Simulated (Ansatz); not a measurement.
**C2H9CuN2: single points with varied inputs**

How do the results and run time of C2H9CuN2 respond when the settings are drawn wide?

Computed with Ansatz 0.2.0, Gaussian basis. Level: the settings change from run to run.

## Step 1: The molecule

An earlier PBE0-D4 in a triple-zeta def2 set relaxation fixed the geometry.

SMILES `C[N](C)[Cu-][NH3+]`, 14 atoms, charge 0, spin multiplicity 1.

Atoms are counted from 1 here; the program's logs count them from 0.

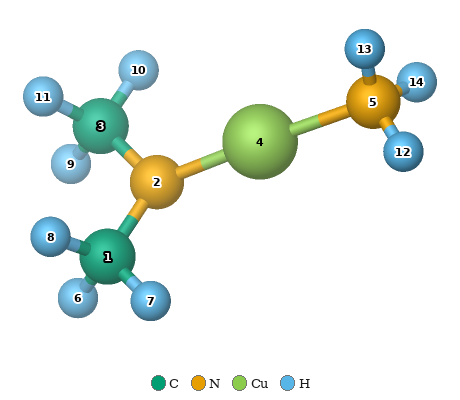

The structure; carbon teal, nitrogen amber, copper green, hydrogen blue; atoms are numbered from 1 in the order of the file.

## Step 2: HSE06/pcseg-2

This run has high accuracy.

File in.yaml:

```yaml
crystal:
  periodic: [false, false, false]
  atoms:
    - {symbol: C, position_ang: [-1.646965, 0.663444, 0.727603]}
    - {symbol: N, position_ang: [-0.262505, 0.315462, 0.632892]}
    - {symbol: C, position_ang: [0.247748, -0.109341, 1.900182]}
    - {symbol: Cu, position_ang: [0.524758, -0.140156, -0.937099]}
    - {symbol: N, position_ang: [1.400896, -0.537405, -2.615014]}
    - {symbol: H, position_ang: [-1.814134, 1.471870, 1.465526]}
    - {symbol: H, position_ang: [-2.034640, 1.021927, -0.230596]}
    - {symbol: H, position_ang: [-2.297866, -0.176230, 1.047724]}
    - {symbol: H, position_ang: [0.132874, 0.678043, 2.670163]}
    - {symbol: H, position_ang: [1.314641, -0.344546, 1.842079]}
    - {symbol: H, position_ang: [-0.260985, -1.006882, 2.308634]}
    - {symbol: H, position_ang: [0.890780, -0.133752, -3.394615]}
    - {symbol: H, position_ang: [1.460527, -1.537859, -2.774479]}
    - {symbol: H, position_ang: [2.344891, -0.164585, -2.643002]}
basis:
  gaussian: {orbitals: pcseg-2}
hamiltonian: {xc: {name: HSE06}}
accuracy: high
output: {forces: true}
```

The run is started by

```bash
$ ansatz run in.yaml --threads 2 --pin off --events-out ev --progress --plain --max-ram 32768MiB --backend cuda --devices 0, --max-vram 18GiB
```

The log of the run, cut to the lines that bear on the results:

```text
Functional definition: HSE06
  name "HSE06"
  cite "Heyd, Scuseria & Ernzerhof, J. Chem. Phys. 118, 8207 (2003) doi:10.1063/1.1564060"
  cite "Krukau, Vydrov, Izmaylov & Scuseria, J. Chem. Phys. 125, 224106 (2006) doi:10.1063/1.2404663"
  cite "Heyd & Scuseria, J. Chem. Phys. 120, 7274 (2004) doi:10.1063/1.1668634"
  cite "Ernzerhof & Perdew, J. Chem. Phys. 109, 3313 (1998) doi:10.1063/1.476928"
  cite "Perdew, Burke & Ernzerhof, Phys. Rev. Lett. 77, 3865 (1996) doi:10.1103/PhysRevLett.77.3865"
  parent pbe
[...]
  # The whole range is PBE's own exchange, as in plane waves. The composition of these papers is wPBEh.
[...]
5680 factors; integrals over basis functions are off by at most 1.1e-7 eV
128 factors; integrals over basis functions are off by at most 1.7e-9 eV
[...]
mean field -49832.01877785 eV, -1831.2929127304 hartree, gradient 6.8e-8 eV, S^2 0.000000; 0 other end points of the search recorded, 0 dependent functions left out
[...]
reference -49832.01878320 eV, -1831.2929129269 hartree; 32, 32 occupied and 270, 270 virtual orbitals, 5680 factors
Total energy: -49832.01878320 eV, -1831.2929129269 hartree
Atom 0 at    -1.646965     0.663444     0.727603 Å, force    -0.058790     0.023658     0.009613 eV/Å
Atom 1 at    -0.262505     0.315462     0.632892 Å, force    -0.001666     0.000578     0.003855 eV/Å
Atom 2 at     0.247748    -0.109341     1.900182 Å, force     0.022180    -0.009615     0.060634 eV/Å
Atom 3 at     0.524758    -0.140156    -0.937099 Å, force     0.027247    -0.020365    -0.059453 eV/Å
Atom 4 at     1.400896    -0.537405    -2.615014 Å, force     0.008106    -0.002216    -0.009862 eV/Å
Atom 5 at    -1.814134     1.471870     1.465526 Å, force     0.001291    -0.018210    -0.019984 eV/Å
Atom 6 at    -2.034640     1.021927    -0.230596 Å, force     0.001412    -0.005631     0.027576 eV/Å
Atom 7 at    -2.297866    -0.176230     1.047724 Å, force     0.015057     0.019264    -0.008615 eV/Å
Atom 8 at     0.132874     0.678043     2.670163 Å, force     0.005821    -0.020159    -0.017101 eV/Å
Atom 9 at     1.314641    -0.344546     1.842079 Å, force    -0.025591     0.005340     0.010995 eV/Å
Atom 10 at    -0.260985    -1.006882     2.308634 Å, force     0.012442     0.020353    -0.010247 eV/Å
Atom 11 at     0.890780    -0.133752    -3.394615 Å, force     0.032567    -0.023362     0.027585 eV/Å
Atom 12 at     1.460527    -1.537859    -2.774479 Å, force     0.001682     0.049335    -0.004332 eV/Å
Atom 13 at     2.344891    -0.164585    -2.643002 Å, force    -0.041758    -0.018970    -0.010664 eV/Å
Dipole moment:     0.693214    -0.342036    -1.348237 e Å
```

Run time: 17 s. Hardware: 1 × H100 (card shared with other runs) with 2 threads of AMD EPYC 7R13, shared host; peak host memory 1.4 GiB.

Largest force 0.068 eV/Å, dipole 7.46 D.

## Step 3: revPBE0/def2-TZVPP

This run has atoms shaken by 0.03 Å, D3(BJ) with three-body dispersion, high accuracy.

File in.yaml:

```yaml
crystal:
  periodic: [false, false, false]
  atoms:
    - {symbol: C, position_ang: [-1.638110, 0.644077, 0.715480]}
    - {symbol: N, position_ang: [-0.298216, 0.262068, 0.631838]}
    - {symbol: C, position_ang: [0.229141, -0.103623, 1.904496]}
    - {symbol: Cu, position_ang: [0.504841, -0.149242, -1.009113]}
    - {symbol: N, position_ang: [1.406351, -0.538054, -2.628224]}
    - {symbol: H, position_ang: [-1.856226, 1.434848, 1.486819]}
    - {symbol: H, position_ang: [-2.070876, 1.014186, -0.204284]}
    - {symbol: H, position_ang: [-2.343981, -0.181216, 1.073963]}
    - {symbol: H, position_ang: [0.098699, 0.647534, 2.654017]}
    - {symbol: H, position_ang: [1.295313, -0.367645, 1.812547]}
    - {symbol: H, position_ang: [-0.226527, -1.071734, 2.229707]}
    - {symbol: H, position_ang: [0.896678, -0.101957, -3.441743]}
    - {symbol: H, position_ang: [1.499256, -1.497162, -2.741143]}
    - {symbol: H, position_ang: [2.328773, -0.176839, -2.629088]}
basis:
  gaussian: {orbitals: def2-TZVPP}
hamiltonian: {xc: {name: revPBE0}, dispersion: d3bjatm}
accuracy: high
```

The command is unchanged.

The log of the run, cut to the lines that bear on the results:

```text
Functional definition: revPBE0
  name "revPBE0"
  cite "Zhang & Yang, Phys. Rev. Lett. 80, 890 (1998) doi:10.1103/PhysRevLett.80.890"
  cite "Adamo & Barone, J. Chem. Phys. 110, 6158 (1999) doi:10.1063/1.478522"
  cite "Perdew, Burke & Ernzerhof, Phys. Rev. Lett. 77, 3865 (1996) doi:10.1103/PhysRevLett.77.3865"
[...]
5720 factors; integrals over basis functions are off by at most 4.1e-8 eV
[...]
mean field -49837.97642315 eV, -1831.5118521571 hartree, gradient 5.5e-8 eV, S^2 0.000000; 0 other end points of the search recorded, 0 dependent functions left out
reference -49837.97642859 eV, -1831.5118523570 hartree; 32, 32 occupied and 282, 282 virtual orbitals, 5720 factors
Total energy: -49838.55773028 eV, -1831.5332148002 hartree
```

It took 15 s on 1 × H100 (card shared with other runs) with 2 threads of AMD EPYC 7R13, shared host; peak host memory 1.4 GiB.

## Step 4: RPA/def2-SVPD

File in.yaml:

```yaml
crystal:
  periodic: [false, false, false]
  atoms:
    - {symbol: C, position_ang: [-1.646965, 0.663444, 0.727603]}
    - {symbol: N, position_ang: [-0.262505, 0.315462, 0.632892]}
    - {symbol: C, position_ang: [0.247748, -0.109341, 1.900182]}
    - {symbol: Cu, position_ang: [0.524758, -0.140156, -0.937099]}
    - {symbol: N, position_ang: [1.400896, -0.537405, -2.615014]}
    - {symbol: H, position_ang: [-1.814134, 1.471870, 1.465526]}
    - {symbol: H, position_ang: [-2.034640, 1.021927, -0.230596]}
    - {symbol: H, position_ang: [-2.297866, -0.176230, 1.047724]}
    - {symbol: H, position_ang: [0.132874, 0.678043, 2.670163]}
    - {symbol: H, position_ang: [1.314641, -0.344546, 1.842079]}
    - {symbol: H, position_ang: [-0.260985, -1.006882, 2.308634]}
    - {symbol: H, position_ang: [0.890780, -0.133752, -3.394615]}
    - {symbol: H, position_ang: [1.460527, -1.537859, -2.774479]}
    - {symbol: H, position_ang: [2.344891, -0.164585, -2.643002]}
basis:
  gaussian: {orbitals: def2-SVPD}
hamiltonian: {xc: {name: r2SCAN}}
correlation: {method: rpa}
```

The run is started by

```bash
$ ansatz run in.yaml --threads 2 --pin off --events-out ev --progress --plain --max-ram 32768MiB --backend cpu
```

The log of the run, cut to the lines that bear on the results:

```text
Functional definition: r2SCAN
  name "r2SCAN"
  cite "Furness, Kaplan, Ning, Perdew & Sun, J. Phys. Chem. Lett. 11, 8208 (2020) doi:10.1021/acs.jpclett.0c02405"
  cite "Furness, Kaplan, Ning, Perdew & Sun, J. Phys. Chem. Lett. 11, 9248 (2020) doi:10.1021/acs.jpclett.0c03077"
  parent r2scan
[...]
1868 factors; integrals over basis functions are off by at most 1.0e-3 eV
[...]
mean field -49829.04812761 eV, -1831.1837433478 hartree, gradient 8.5e-6 eV, S^2 0.000000; 0 other end points of the search recorded, 0 dependent functions left out
9 core orbitals not correlated: weight in the atoms' cores, before any rotation towards them, 1.000 or more for the frozen orbitals, at most 0.000 for the correlated occupied ones
reference -49752.99735834 eV, -1828.3889291262 hartree; 23, 23 occupied and 154, 154 virtual orbitals, 1868 factors
Total energy: -49796.74153591 eV, -1829.9964980008 hartree
```

Run time: 22 s. Hardware: 2 threads of AMD EPYC 7R13, shared host; peak memory 0.6 GiB.

## Step 5: revPBE0/def2-mTZVP

Set apart from the defaults: D3(BJ) dispersion.

Changes to in.yaml since step 4:

```diff
@@ -18,4 +18,4 @@
 basis:
-  gaussian: {orbitals: def2-SVPD}
-hamiltonian: {xc: {name: r2SCAN}}
-correlation: {method: rpa}
+  gaussian: {orbitals: def2-mTZVP}
+hamiltonian: {xc: {name: revPBE0}, dispersion: d3bj}
+output: {forces: true}
```

Launched as before.

The log of the run, cut to the lines that bear on the results:

```text
Functional definition: revPBE0
  name "revPBE0"
  cite "Zhang & Yang, Phys. Rev. Lett. 80, 890 (1998) doi:10.1103/PhysRevLett.80.890"
  cite "Adamo & Barone, J. Chem. Phys. 110, 6158 (1999) doi:10.1063/1.478522"
  cite "Perdew, Burke & Ernzerhof, Phys. Rev. Lett. 77, 3865 (1996) doi:10.1103/PhysRevLett.77.3865"
[...]
1356 factors; integrals over basis functions are off by at most 1.1e-3 eV
[...]
mean field -49837.40535215 eV, -1831.4908656848 hartree, gradient 2.1e-5 eV, S^2 0.000000; 0 other end points of the search recorded, 0 dependent functions left out
[...]
reference -49837.40540714 eV, -1831.4908677056 hartree; 32, 32 occupied and 104, 104 virtual orbitals, 1356 factors
Total energy: -49837.98916375 eV, -1831.5123203656 hartree
Atom 0 at    -1.646965     0.663444     0.727603 Å, force    -0.123149     0.017839     0.037718 eV/Å
[...]
Atom 4 at     1.400896    -0.537405    -2.615014 Å, force    -0.027425     0.013918     0.052555 eV/Å
Atom 5 at    -1.814134     1.471870     1.465526 Å, force    -0.024163     0.018135     0.002249 eV/Å
Atom 6 at    -2.034640     1.021927    -0.230596 Å, force    -0.004908     0.006892    -0.017837 eV/Å
Atom 7 at    -2.297866    -0.176230     1.047724 Å, force    -0.032188    -0.009699    -0.000804 eV/Å
Atom 8 at     0.132874     0.678043     2.670163 Å, force     0.014707     0.002180     0.026339 eV/Å
Atom 9 at     1.314641    -0.344546     1.842079 Å, force     0.019124    -0.002958    -0.002982 eV/Å
Atom 10 at    -0.260985    -1.006882     2.308634 Å, force     0.004710    -0.024709     0.022053 eV/Å
Atom 11 at     0.890780    -0.133752    -3.394615 Å, force     0.004421     0.005438    -0.078704 eV/Å
Atom 12 at     1.460527    -1.537859    -2.774479 Å, force     0.028936    -0.052732    -0.056448 eV/Å
Atom 13 at     2.344891    -0.164585    -2.643002 Å, force     0.065100     0.004203    -0.050116 eV/Å
Dipole moment:     0.707048    -0.354484    -1.379715 e Å
```

It took 3.8 s on 2 threads of AMD EPYC 7R13, shared host; peak memory 0.38 GiB.

Largest force 0.131 eV/Å, dipole 7.64 D.

## Step 6: PBEsol/cc-pVDZ

Set apart from the defaults: a grid of angular degree 11, D3(BJ) dispersion.

Changes to in.yaml since step 5:

```diff
@@ -18,4 +18,3 @@
 basis:
-  gaussian: {orbitals: def2-mTZVP}
-hamiltonian: {xc: {name: revPBE0}, dispersion: d3bj}
-output: {forces: true}
+  gaussian: {orbitals: cc-pVDZ, final_grid: {core_spheres: 5, valence_spheres: 4, degree: 11}}
+hamiltonian: {xc: {name: PBEsol}, dispersion: d3bj}
```

Same command.

The log of the run:

```text
Functional definition: PBEsol
  name "PBEsol"
  cite "Perdew et al., Phys. Rev. Lett. 100, 136406 (2008) doi:10.1103/PhysRevLett.100.136406"
  cite "Perdew, Burke & Ernzerhof, Phys. Rev. Lett. 77, 3865 (1996) doi:10.1103/PhysRevLett.77.3865"
  parent pbesol
  exchange = pbesol_x
  correlation = pbesol_c
1816 factors; their error is unknown
mean field evaluation 1: about -49754.1095 eV, gradient 9.4e1 eV
mean field evaluation 2: about -49352.4713 eV, gradient 5.1e2 eV
mean field evaluation 4: about -49769.6019 eV, gradient 4.9e1 eV
mean field evaluation 8: about -49772.9223 eV, gradient 7.0e-1 eV
mean field evaluation 16: about -49772.8944 eV, gradient 1.2e-3 eV
mean field -49772.89443650 eV, -1829.1201332618 hartree, gradient 1.3e-5 eV, S^2 0.000000; 0 other end points of the search recorded, 0 dependent functions left out
reference -49772.89447538 eV, -1829.1201346908 hartree; 32, 32 occupied and 112, 112 virtual orbitals, 1816 factors
Total energy: -49773.00010807 eV, -1829.1240166205 hartree
```

Run time: 1.2 s. Hardware: 2 threads of AMD EPYC 7R13, shared host.

## Step 7: B2PLYP/6-31G*

Changes to in.yaml since step 6:

```diff
@@ -18,3 +18,4 @@
 basis:
-  gaussian: {orbitals: cc-pVDZ, final_grid: {core_spheres: 5, valence_spheres: 4, degree: 11}}
-hamiltonian: {xc: {name: PBEsol}, dispersion: d3bj}
+  gaussian: {orbitals: "6-31G*"}
+hamiltonian: {xc: {name: B2PLYP}}
+output: {forces: true}
```

Launched as before.

The log of the run, cut to the lines that bear on the results:

```text
Functional definition: B2PLYP
  name "B2PLYP"
  cite "Grimme, J. Chem. Phys. 124, 034108 (2006) doi:10.1063/1.2148954"
  cite "Becke, Phys. Rev. A 38, 3098 (1988) doi:10.1103/PhysRevA.38.3098"
  cite "Lee, Yang & Parr, Phys. Rev. B 37, 785 (1988) doi:10.1103/PhysRevB.37.785"
[...]
1177 factors; integrals over basis functions are off by at most 8.3e-4 eV
[...]
mean field -49809.77905416 eV, -1830.4756179595 hartree, gradient 5.3e-6 eV, S^2 0.000000; 2 other end points of the search recorded, 0 dependent functions left out
9 core orbitals not correlated: weight in the atoms' cores, before any rotation towards them, 1.000 or more for the frozen orbitals, at most 0.000 for the correlated occupied ones
reference -49809.77923805 eV, -1830.4756247175 hartree; 23, 23 occupied and 82, 82 virtual orbitals, 1177 factors
second order -34.22602214 eV of doubles, -0.00000000 eV of singles
[...]
Atom 4 at     1.400896    -0.537405    -2.615014 Å, force    -0.506254     0.270809     1.045125 eV/Å
Atom 5 at    -1.814134     1.471870     1.465526 Å, force     0.011582    -0.009739    -0.011206 eV/Å
Atom 6 at    -2.034640     1.021927    -0.230596 Å, force     0.056806    -0.002219    -0.051245 eV/Å
Atom 7 at    -2.297866    -0.176230     1.047724 Å, force     0.019789     0.007599    -0.002006 eV/Å
Atom 8 at     0.132874     0.678043     2.670163 Å, force     0.000344    -0.005288    -0.018113 eV/Å
Atom 9 at     1.314641    -0.344546     1.842079 Å, force     0.022960     0.012705    -0.066839 eV/Å
Atom 10 at    -0.260985    -1.006882     2.308634 Å, force    -0.000458     0.015613    -0.014344 eV/Å
Atom 11 at     0.890780    -0.133752    -3.394615 Å, force    -0.046391     0.051222    -0.236604 eV/Å
Atom 12 at     1.460527    -1.537859    -2.774479 Å, force     0.048984    -0.182546    -0.124239 eV/Å
Atom 13 at     2.344891    -0.164585    -2.643002 Å, force     0.217372     0.058477    -0.095643 eV/Å
Dipole moment:     0.631412    -0.323093    -1.233201 e Å
```

Run time: 10 s. Hardware: 2 threads of AMD EPYC 7R13, shared host; peak memory 0.36 GiB.

Largest force 1.529 eV/Å, dipole 6.83 D.

## Step 8: B2PLYP/pcseg-2

Set apart from the defaults: charge +1, multiplicity 2.

Changes to in.yaml since step 7:

```diff
@@ -18,3 +18,5 @@
 basis:
-  gaussian: {orbitals: "6-31G*"}
+  gaussian: {orbitals: pcseg-2}
+total_charge: 1
+magnetization: {spin_polarized: true, initial_magnetization: 1}
 hamiltonian: {xc: {name: B2PLYP}}
```

The run is started by

```bash
$ ansatz run in.yaml --threads 2 --pin off --events-out ev --progress --plain --max-ram 32768MiB --backend cuda --devices 0, --max-vram 18GiB
```

The log of the run, cut to the lines that bear on the results:

```text
Functional definition: B2PLYP
  name "B2PLYP"
  cite "Grimme, J. Chem. Phys. 124, 034108 (2006) doi:10.1063/1.2148954"
  cite "Becke, Phys. Rev. A 38, 3098 (1988) doi:10.1103/PhysRevA.38.3098"
  cite "Lee, Yang & Parr, Phys. Rev. B 37, 785 (1988) doi:10.1103/PhysRevB.37.785"
[...]
1874 factors; integrals over basis functions are off by at most 1.0e-3 eV
[...]
mean field -49815.64369175 eV, -1830.6911394158 hartree, gradient 6.0e-6 eV, S^2 0.759503; 0 other end points of the search recorded, 0 dependent functions left out
9 core orbitals not correlated: weight in the atoms' cores, before any rotation towards them, 1.000 or more for the frozen orbitals, at most 0.000 for the correlated occupied ones
reference -49815.64388069 eV, -1830.6911463590 hartree; 23, 22 occupied and 270, 271 virtual orbitals, 1874 factors
second order -50.07361408 eV of doubles, -0.00000000 eV of singles
[...]
Atom 4 at     1.400896    -0.537405    -2.615014 Å, force    -0.219777     0.033561     0.301303 eV/Å
Atom 5 at    -1.814134     1.471870     1.465526 Å, force     0.230464    -0.368115    -0.185370 eV/Å
Atom 6 at    -2.034640     1.021927    -0.230596 Å, force     0.150673    -0.117689     0.211703 eV/Å
Atom 7 at    -2.297866    -0.176230     1.047724 Å, force     0.606297     0.147460    -0.063284 eV/Å
Atom 8 at     0.132874     0.678043     2.670163 Å, force    -0.113084    -0.228124    -0.397748 eV/Å
Atom 9 at     1.314641    -0.344546     1.842079 Å, force    -0.274790     0.055987    -0.051613 eV/Å
Atom 10 at    -0.260985    -1.006882     2.308634 Å, force    -0.048243     0.414628    -0.468370 eV/Å
Atom 11 at     0.890780    -0.133752    -3.394615 Å, force     0.073351    -0.044688    -0.052076 eV/Å
Atom 12 at     1.460527    -1.537859    -2.774479 Å, force     0.059915     0.006570    -0.095440 eV/Å
Atom 13 at     2.344891    -0.164585    -2.643002 Å, force    -0.008151    -0.041821    -0.057110 eV/Å
Dipole moment:     0.205946    -0.184013    -0.457912 e Å
```

It took 15 s on 1 × H100 (card shared with other runs) with 2 threads of AMD EPYC 7R13, shared host; peak host memory 1.8 GiB.

Largest force 1.576 eV/Å, ⟨S²⟩ 0.760.

## Step 9: r2SCAN/def2-SVP

Options: D4 dispersion, the search for lower states set to light.

Changes to in.yaml since step 8:

```diff
@@ -18,6 +18,4 @@
 basis:
-  gaussian: {orbitals: pcseg-2}
-total_charge: 1
-magnetization: {spin_polarized: true, initial_magnetization: 1}
-hamiltonian: {xc: {name: B2PLYP}}
-output: {forces: true}
+  gaussian: {orbitals: def2-SVP}
+hamiltonian: {xc: {name: r2SCAN}, dispersion: d4}
+scf: {lower_state_search: light}
```

The run is started by

```bash
$ ansatz run in.yaml --threads 2 --pin off --events-out ev --progress --plain --max-ram 32768MiB --backend cpu
```

The log of the run:

```text
Functional definition: r2SCAN
  name "r2SCAN"
  cite "Furness, Kaplan, Ning, Perdew & Sun, J. Phys. Chem. Lett. 11, 8208 (2020) doi:10.1021/acs.jpclett.0c02405"
  cite "Furness, Kaplan, Ning, Perdew & Sun, J. Phys. Chem. Lett. 11, 9248 (2020) doi:10.1021/acs.jpclett.0c03077"
  parent r2scan
  parameter k0 = 0.174
  parameter k1 = 0.065
  parameter a1 = 4.9479
  exchange = r2scan_x(k0 = k0, k1 = k1, a1 = a1)
  correlation = r2scan_c
1566 factors; their error is unknown
mean field evaluation 1: about -49811.5883 eV, gradient 8.7e1 eV
mean field evaluation 2: about -49663.7947 eV, gradient 3.2e2 eV
mean field evaluation 4: about -49825.1486 eV, gradient 4.9e1 eV
mean field evaluation 8: about -49828.2946 eV, gradient 9.4e-2 eV
mean field evaluation 16: about -49828.2242 eV, gradient 6.3e-5 eV
mean field -49828.22420987 eV, -1831.1534649292 hartree, gradient 6.3e-5 eV, S^2 0.000000; 0 other end points of the search recorded, 0 dependent functions left out
reference -49828.22423018 eV, -1831.1534656758 hartree; 32, 32 occupied and 100, 100 virtual orbitals, 1566 factors
Total energy: -49828.28998920 eV, -1831.1558822752 hartree
```

Run time: 3.3 s. Hardware: 2 threads of AMD EPYC 7R13, shared host.

## Step 10: All runs side by side

| level | charge | multiplicity | geometry | functions | energy (eV) | time |
| --- | --- | --- | --- | --- | --- | --- |
| HSE06/pcseg-2 | 0 | 1 | relaxed | 302 | -49832.019 | 17 s |
| revPBE0/def2-TZVPP | 0 | 1 | shaken | 314 | -49838.558 | 15 s |
| RPA/def2-SVPD | 0 | 1 | relaxed | 186 | -49796.742 | 22 s |
| revPBE0/def2-mTZVP | 0 | 1 | relaxed | 136 | -49837.989 | 3.8 s |
| PBEsol/cc-pVDZ | 0 | 1 | relaxed | 144 | -49773.000 | 1.2 s |
| B2PLYP/6-31G* | 0 | 1 | relaxed | 114 | -49819.020 | 10 s |
| B2PLYP/pcseg-2 | 1 | 2 | relaxed | 302 | -49829.164 | 15 s |
| r2SCAN/def2-SVP | 0 | 1 | relaxed | 132 | -49828.290 | 3.3 s |

## Step 11: Summary of results

| quantity | value |
| --- | --- |
| runs | 8 |
| quickest | PBEsol/cc-pVDZ, 1.2 s |
| slowest | RPA/def2-SVPD, 22 s |
| spread of total energies, same state and geometry | 65.0 eV |
| dipole, same state and geometry | 6.83 to 7.64 D |

In words: Run time spans a factor of 17, from PBEsol/cc-pVDZ to RPA/def2-SVPD. The jobs differ in tasks and options as well as level. Total energies at one charge and spin differ by 65 eV between levels, so only differences within one level mean anything. At the PBE0-D4/def2-TZVP geometry and in the same state, the sound runs without point charges leave forces up to 1.53 eV/Å (B2PLYP/6-31G*). At that geometry and state the dipole changes by 12 % between the lowest and highest value.
